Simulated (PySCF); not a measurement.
# W6: how settings move a single point

Aim: repeat the single point on relaxed W6 with altered settings, some of them bad on purpose. The species was built from a template and needn't be a known compound.

Computed with PySCF 2.14.0. Level: PBE, W def2-SVP with ECP60; scalar-relativistic core potentials, no spin–orbit coupling.

9 further runs of the same task are left out: 2 for a known fault of the program, 7 that didn't finish. Runs told in other sessions of the task aren't counted.

### Step 1. The starting structure

6 atoms, charge 0, spin multiplicity 3.

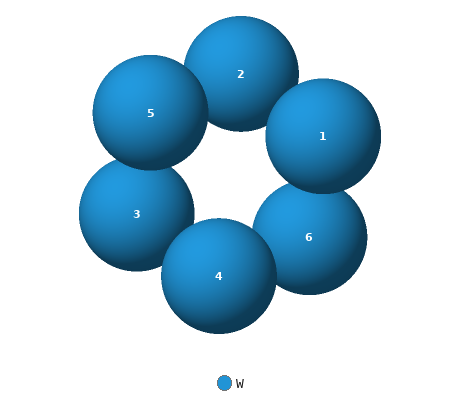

The geometry (tungsten blue); atoms are numbered from 1 in the order of the file.

Geometry (Å):

```
W     1.7539    0.0005    0.0001
W    -0.0005    1.8089    0.0000
W    -1.7539   -0.0005   -0.0001
W     0.0005   -1.8089    0.0000
W    -0.0001    0.0000    1.8089
W     0.0001    0.0000   -1.8089
```

An earlier session relaxed this geometry at PBE, W def2-SVP with ECP60 (triplet, point group D4h).

The sound run used a (50, 194) grid (finer on f atoms), a threshold of 1e-8 and at most 55 cycles, and ended at -402.707206 Eh.

### Step 2. Altered run 1

The input, run.py (the lines that set the calculation):

```python
mol = gto.M(atom='''
W      1.75393     0.00046     0.00012
W     -0.00048     1.80889     0.00000
W     -1.75393    -0.00046    -0.00012
W      0.00048    -1.80888     0.00000
W     -0.00012     0.00000     1.80892
W      0.00012     0.00000    -1.80891''',
    basis={'W': 'def2-SVP'},
    ecp={'W': 'def2-SVP'},
    charge=0, spin=2)
mf = dft.UKS(mol, xc='PBE')
mf.grids.atom_grid = (50, 194)
mf = mf.density_fit()  # fitting sets: W def2-universal-JKFIT
mf.conv_tol = 1e-08; mf.max_cycle = 55
mf.kernel(dm0)  # dm0: smeared density
```

Run with:

```console
$ OMP_NUM_THREADS=4 python run.py
```

What it wrote:

```text
init E= -402.369902114835
  HOMO = -0.155780702456  LUMO = -0.148745971074  gap/eV = 0.19142
cycle= 1 E= -402.666163704236  delta_E= -0.296  |g|= 0.27  |ddm|= 1.57
cycle= 2 E= -401.666844862225  delta_E= 0.999  |g|= 1.44  |ddm|=  3.2
  HOMO = -0.111913942404  LUMO = -0.0984280846964  gap/eV = 0.36697
cycle= 3 E= -402.467350859653  delta_E= -0.801  |g|= 0.686  |ddm|= 2.42
  HOMO = -0.120204051103  LUMO = -0.110469177177  gap/eV = 0.26490
cycle= 4 E= -402.700967413149  delta_E= -0.234  |g|= 0.116  |ddm|= 0.791
  HOMO = -0.121954899543  LUMO = -0.114011176881  gap/eV = 0.21616
cycle= 5 E= -402.645832271306  delta_E= 0.0551  |g|= 0.366  |ddm|= 0.437
  HOMO = -0.123450750547  LUMO = -0.113581754752  gap/eV = 0.26855
cycle= 6 E= -402.70672581176  delta_E= -0.0609  |g|= 0.0295  |ddm|= 0.348
  HOMO = -0.12383195758  LUMO = -0.113845322856  gap/eV = 0.27175
cycle= 7 E= -402.706294958395  delta_E= 0.000431  |g|= 0.0412  |ddm|= 0.0671
  HOMO = -0.124384319544  LUMO = -0.114039945781  gap/eV = 0.28148
cycle= 8 E= -402.707162205031  delta_E= -0.000867  |g|= 0.00641  |ddm|= 0.0446
  HOMO = -0.124626501176  LUMO = -0.114231224928  gap/eV = 0.28287
cycle= 9 E= -402.707043682801  delta_E= 0.000119  |g|= 0.0183  |ddm|= 0.0244
  HOMO = -0.124697132594  LUMO = -0.114275774902  gap/eV = 0.28358
cycle= 10 E= -402.707194217778  delta_E= -0.000151  |g|= 0.00241  |ddm|= 0.0185
  HOMO = -0.124762667591  LUMO = -0.114372356475  gap/eV = 0.28273
cycle= 11 E= -402.707194526619  delta_E= -3.09e-07  |g|= 0.00428  |ddm|= 0.0111
  HOMO = -0.124734020542  LUMO = -0.114348642036  gap/eV = 0.28260
cycle= 12 E= -402.707201580685  delta_E= -7.05e-06  |g|= 0.00154  |ddm|= 0.00505
  HOMO = -0.124791685874  LUMO = -0.114456057179  gap/eV = 0.28125
cycle= 13 E= -402.707205231277  delta_E= -3.65e-06  |g|= 0.000627  |ddm|= 0.00971
  HOMO = -0.124819824824  LUMO = -0.114500975121  gap/eV = 0.28079
cycle= 14 E= -402.707205357559  delta_E= -1.26e-07  |g|= 0.000765  |ddm|= 0.00307
  HOMO = -0.124806236705  LUMO = -0.114475303729  gap/eV = 0.28112
cycle= 15 E= -402.707205636236  delta_E= -2.79e-07  |g|= 0.000184  |ddm|= 0.00116
  HOMO = -0.124813493455  LUMO = -0.114486182202  gap/eV = 0.28102
cycle= 16 E= -402.70720566109  delta_E= -2.49e-08  |g|= 4.43e-05  |ddm|= 0.000597
  HOMO = -0.124812470064  LUMO = -0.114485640294  gap/eV = 0.28101
cycle= 17 E= -402.707205662513  delta_E= -1.42e-09  |g|= 2.59e-05  |ddm|= 0.000212
  HOMO = -0.124812159653  LUMO = -0.114485584459  gap/eV = 0.28100
Extra cycle  E= -402.707205655444  delta_E= 7.07e-09  |g|= 0.000127  |ddm|= 0.000284
converged SCF energy = -402.707205655444  <S^2> = 2.0208084  2S+1 = 3.0138404
```

Run time: 26 s. Hardware: 4 threads of Arm Neoverse V1, shared host.

Changed: the starting guess (smeared density). It converges in 17 cycles, at the sound run's energy within 0.001 eV, with a largest force component of 0.00 eV/Å. The result survives the change.

### Step 3. Altered run 2

run.py (the lines that set the calculation): that of step 2 with these lines changed.

```diff
@@ -13,3 +13,3 @@
 mf = mf.density_fit()  # fitting sets: W def2-universal-JKFIT
-mf.conv_tol = 1e-08; mf.max_cycle = 55
-mf.kernel(dm0)  # dm0: smeared density
+mf.conv_tol = 1e-05; mf.max_cycle = 55
+mf.kernel(dm0)  # dm0: free metal ions and neutral atoms
```

Run with:

```console
$ OMP_NUM_THREADS=4 python run.py
```

What it wrote:

```text
init E= -401.554054799865
  HOMO = -0.236928370676  LUMO = -0.230663813622  gap/eV = 0.17047
cycle= 1 E= -401.700140866567  delta_E= -0.146  |g|= 1.55  |ddm|= 5.28
cycle= 2 E= -369.629218445647  delta_E= 32.1  |g|= 7.02  |ddm|=  180
  HOMO = -0.172673894803  LUMO = -0.1664810481  gap/eV = 0.16852
cycle= 3 E= -402.449006273899  delta_E= -32.8  |g|= 0.858  |ddm|=  180
  HOMO = -0.0846437446222  LUMO = -0.0690427532771  gap/eV = 0.42452
cycle= 4 E= -402.132293407475  delta_E= 0.317  |g|= 0.995  |ddm|= 2.22
  HOMO = -0.0906967213586  LUMO = -0.0876331822837  gap/eV = 0.08336
cycle= 5 E= -402.41924013746  delta_E= -0.287  |g|= 0.73  |ddm|= 1.73
  HOMO = -0.112142989475  LUMO = -0.103245625852  gap/eV = 0.24211
cycle= 6 E= -402.684907738005  delta_E= -0.266  |g|= 0.205  |ddm|= 1.21
  HOMO = -0.11421610591  LUMO = -0.106816484786  gap/eV = 0.20135
cycle= 7 E= -402.667344703087  delta_E= 0.0176  |g|= 0.276  |ddm|= 0.413
  HOMO = -0.123705881602  LUMO = -0.113629712977  gap/eV = 0.27419
cycle= 8 E= -402.706834013691  delta_E= -0.0395  |g|= 0.026  |ddm|= 0.304
  HOMO = -0.124826367611  LUMO = -0.114298976094  gap/eV = 0.28646
cycle= 9 E= -402.707071429285  delta_E= -0.000237  |g|= 0.0166  |ddm|= 0.0523
  HOMO = -0.124824676844  LUMO = -0.114311562055  gap/eV = 0.28608
cycle= 10 E= -402.706956098031  delta_E= 0.000115  |g|= 0.0232  |ddm|= 0.0348
  HOMO = -0.124744863458  LUMO = -0.114333907722  gap/eV = 0.28330
cycle= 11 E= -402.707198465855  delta_E= -0.000242  |g|= 0.00271  |ddm|= 0.0227
  HOMO = -0.124765119065  LUMO = -0.114377405135  gap/eV = 0.28266
cycle= 12 E= -402.707185255825  delta_E= 1.32e-05  |g|= 0.00637  |ddm|= 0.00792
  HOMO = -0.124745987276  LUMO = -0.114384105305  gap/eV = 0.28196
cycle= 13 E= -402.707203069983  delta_E= -1.78e-05  |g|= 0.00153  |ddm|= 0.00661
  HOMO = -0.124785286465  LUMO = -0.114432698791  gap/eV = 0.28171
cycle= 14 E= -402.707204838937  delta_E= -1.77e-06  |g|= 0.000564  |ddm|= 0.0035
  HOMO = -0.124749282718  LUMO = -0.114475398805  gap/eV = 0.27957
Extra cycle  E= -402.707197810249  delta_E= 7.03e-06  |g|= 0.00394  |ddm|= 0.0049
converged SCF energy = -402.707197810249  <S^2> = 2.0200292  2S+1 = 3.0133232
```

Wall time 23 s (4 threads of Arm Neoverse V1, shared host).

Changed: the SCF threshold (1e-05). It converges in 14 cycles, at the sound run's energy within 0.001 eV, with a largest force component of 0.01 eV/Å. The result survives the change.

### Step 4. Altered run 3

run.py (the lines that set the calculation): that of step 3 with these lines changed.

```diff
@@ -11,5 +11,5 @@
 mf = dft.UKS(mol, xc='PBE')
-mf.grids.atom_grid = (50, 194)
+mf.grids.atom_grid = (99, 590)
 mf = mf.density_fit()  # fitting sets: W def2-universal-JKFIT
-mf.conv_tol = 1e-05; mf.max_cycle = 55
+mf.conv_tol = 1e-08; mf.max_cycle = 55
 mf.kernel(dm0)  # dm0: free metal ions and neutral atoms
```

Run with:

```console
$ OMP_NUM_THREADS=4 python run.py
```

What it wrote:

```text
init E= -401.554202402002
  HOMO = -0.23690756024  LUMO = -0.230643925045  gap/eV = 0.17044
cycle= 1 E= -401.700307195509  delta_E= -0.146  |g|= 1.55  |ddm|= 5.28
cycle= 2 E= -369.649142875022  delta_E= 32.1  |g|= 7.02  |ddm|=  180
  HOMO = -0.172594513393  LUMO = -0.166413059632  gap/eV = 0.16821
cycle= 3 E= -402.448942093135  delta_E= -32.8  |g|= 0.859  |ddm|=  180
  HOMO = -0.0846553102624  LUMO = -0.0690431587112  gap/eV = 0.42483
cycle= 4 E= -402.130972605505  delta_E= 0.318  |g|= 0.997  |ddm|= 2.22
  HOMO = -0.0906802583554  LUMO = -0.0876121616163  gap/eV = 0.08349
cycle= 5 E= -402.419615867095  delta_E= -0.289  |g|= 0.73  |ddm|= 1.74
  HOMO = -0.112129356531  LUMO = -0.103240210824  gap/eV = 0.24189
cycle= 6 E= -402.684909206911  delta_E= -0.265  |g|= 0.205  |ddm|= 1.21
  HOMO = -0.114202718536  LUMO = -0.106808391621  gap/eV = 0.20121
cycle= 7 E= -402.667444594926  delta_E= 0.0175  |g|= 0.276  |ddm|= 0.413
  HOMO = -0.123691026641  LUMO = -0.113622404307  gap/eV = 0.27398
cycle= 8 E= -402.706869338882  delta_E= -0.0394  |g|= 0.0259  |ddm|= 0.304
  HOMO = -0.124812160558  LUMO = -0.114291347836  gap/eV = 0.28629
cycle= 9 E= -402.707103234681  delta_E= -0.000234  |g|= 0.0167  |ddm|= 0.0523
  HOMO = -0.124810762682  LUMO = -0.114303974914  gap/eV = 0.28590
cycle= 10 E= -402.706989796011  delta_E= 0.000113  |g|= 0.0232  |ddm|= 0.0348
  HOMO = -0.124731216086  LUMO = -0.114326454376  gap/eV = 0.28313
cycle= 11 E= -402.707231203429  delta_E= -0.000241  |g|= 0.0027  |ddm|= 0.0227
  HOMO = -0.124751758199  LUMO = -0.114369929522  gap/eV = 0.28250
cycle= 12 E= -402.707218063593  delta_E= 1.31e-05  |g|= 0.00635  |ddm|= 0.00791
  HOMO = -0.12473266379  LUMO = -0.114376639135  gap/eV = 0.28180
cycle= 13 E= -402.707235784804  delta_E= -1.77e-05  |g|= 0.00153  |ddm|= 0.0066
  HOMO = -0.124771710688  LUMO = -0.114425085436  gap/eV = 0.28155
cycle= 14 E= -402.707237559789  delta_E= -1.77e-06  |g|= 0.000564  |ddm|= 0.0035
  HOMO = -0.124791529082  LUMO = -0.114455540456  gap/eV = 0.28126
cycle= 15 E= -402.707237047544  delta_E= 5.12e-07  |g|= 0.00162  |ddm|= 0.00352
  HOMO = -0.124788869568  LUMO = -0.114451611361  gap/eV = 0.28129
cycle= 16 E= -402.707238214981  delta_E= -1.17e-06  |g|= 0.000284  |ddm|= 0.00166
  HOMO = -0.124791444316  LUMO = -0.114465464794  gap/eV = 0.28098
cycle= 17 E= -402.707238354758  delta_E= -1.4e-07  |g|= 0.000188  |ddm|= 0.00198
  HOMO = -0.124794897225  LUMO = -0.114470200977  gap/eV = 0.28095
cycle= 18 E= -402.707238362738  delta_E= -7.98e-09  |g|= 0.00018  |ddm|= 0.000617
  HOMO = -0.124799629057  LUMO = -0.11447779381  gap/eV = 0.28087
cycle= 19 E= -402.707238379878  delta_E= -1.71e-08  |g|= 9.28e-05  |ddm|= 0.00041
  HOMO = -0.124798705089  LUMO = -0.114478928629  gap/eV = 0.28082
cycle= 20 E= -402.707238385374  delta_E= -5.5e-09  |g|= 1.74e-05  |ddm|= 0.000309
  HOMO = -0.124797776885  LUMO = -0.114476585942  gap/eV = 0.28085
Extra cycle  E= -402.707238376547  delta_E= 8.83e-09  |g|= 0.000137  |ddm|= 0.000159
converged SCF energy = -402.707238376547  <S^2> = 2.0208276  2S+1 = 3.0138531
```

It took 45 s on 4 threads of Arm Neoverse V1, shared host.

Changed: the integration grid, to (99, 590). It converges in 20 cycles, -0.001 eV from the sound run, with a largest force component of 0.02 eV/Å. The result survives the change.

### Step 5. Side by side

| run | changed | ending | energy change (eV) | cycles | time | usable |
| --- | --- | --- | --- | --- | --- | --- |
| 1 | the starting guess | converged | 0.000 | 17 | 26 s | yes |
| 2 | the SCF threshold | converged | 0.000 | 14 | 23 s | yes |
| 3 | the integration grid | converged | -0.001 | 20 | 45 s | yes |

3 of 3 altered runs give a usable result. 
